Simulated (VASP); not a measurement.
Band structure of CdS (wurtzite). Computed with PW91 GGA, VASP's PBE PAW potentials (set 64) (plane waves; VASP 6.6.1).

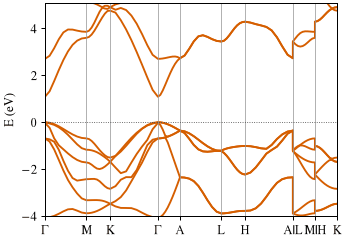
Bands along high-symmetry lines, zero at the valence-band maximum or, without a gap, the Fermi level

Read the plot: is there a gap, and where are the band edges?

The gap is direct, 1.09 eV, from the valence maximum at Γ to the conduction minimum at Γ. (Edges off the drawn lines would not show.)

Measured: gap 2.64 eV at 0 K (computed value off by -1.55 eV), as given by X. Ren et al., All-electron periodic G0W0 implementation with numerical atomic orbital basis functions: algorithm and benchmarks (2021), arXiv:2011.01400 [zero-point renormalisation of 0.068 eV removed from the gap extrapolated to 0 K (as printed)].

The compound is CdS in the wurtzite structure. It was relaxed first.
